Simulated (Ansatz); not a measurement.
**FH₄NSi (SMILES N[SiH2]F): density, localisation and related maps**

```yaml
atoms:
  - { symbol: N, position_ang: [-0.7616, 0.3453, -0.6277] }
  - { symbol: Si, position_ang: [0.5351, -0.1154, 0.3765] }
  - { symbol: F, position_ang: [0.5123, -1.6783, 0.8349] }
  - { symbol: H, position_ang: [-0.7862, 0.1000, -1.6210] }
  - { symbol: H, position_ang: [-1.6975, 0.5169, -0.2509] }
  - { symbol: H, position_ang: [0.4530, 0.6904, 1.6380] }
  - { symbol: H, position_ang: [1.8062, 0.0731, -0.3956] }
```

Computed with RKS LDA/def2-SVP in Ansatz 0.2.0.

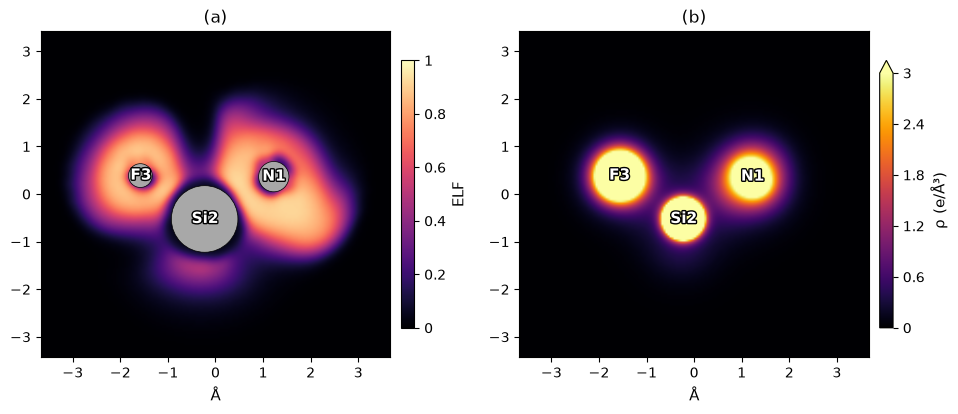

Figure 1. (a) ELF; (b) electron density on the plane of atoms N1, Si2 and F3. Grey discs cover the atomic cores in the ELF map.

**What do the fields say about this system?**

The plane passes through N, Si and F nuclei.
Si–F (1.63 Å): ρ at the midpoint is about 0.99 e/Å³; the ELF peaks at about 0.90 in the valence shell of F, 0.5 Å from its nucleus, and is about 0.35 at the midpoint.
Si–N (1.70 Å): ρ is about 1.1 e/Å³ halfway; the ELF peaks at about 0.90 between the atoms, as expected for a polar covalent bond.
The ELF also peaks beside N1 and F3, away from the bonds: lone-pair regions.

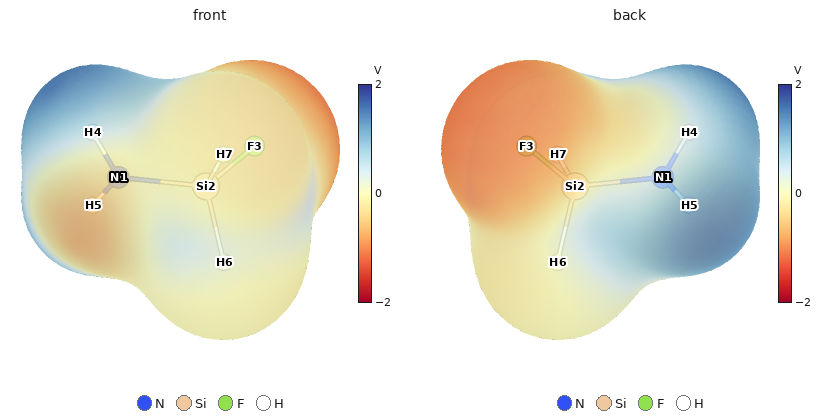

Figure 2. The electrostatic potential painted on the density surface at 0.001 e/bohr³, seen from the front and from behind; red is negative and blue positive.

**Which sites attract a positive test charge, and which a negative one?**

A positive charge is drawn to the negative regions and a negative charge to the positive ones. The most negative region (about −1.1 V) lies over F3, the most positive (about +1.5 V) over H4 and H5.

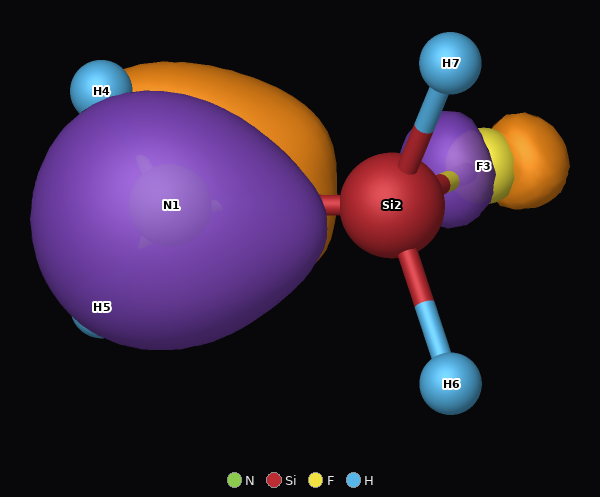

Figure 3. The HOMO at ±0.15 Å⁻³ᐟ² (orange and purple are the two phases), seen at a tilt.

**Describe this orbital and give its energy.**

Its weight (Hirshfeld) is mainly on N1 (about 70 %); largely a lone pair of N1. Its energy is −6.47 eV.
